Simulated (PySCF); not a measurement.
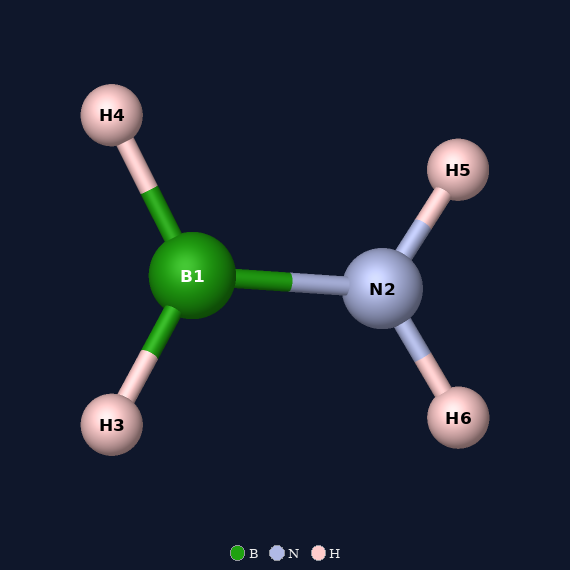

Computed geometry: PBE0-D3(BJ)/def2-SVP optimisation. No frequency run is at hand to confirm it as a minimum. Level of theory: B3LYP/6-31G* indirect spin-spin coupling, non-relativistic, gas phase (PySCF 2.14.0). Isotopes: 11B, 1H, 15N.

Give the spin–spin coupling constants of these pairs, with the number of bonds between them: N2/H4, H3/H4, H3/H6, H4/H6, H4/H5.

```tsv
pair	bonds apart	J (Hz)
N2, H4	2	−1.8
H3, H4	2	7.1
H3, H6	3	6.3
H4, H6	3	12.7
H4, H5	3	6.3
```
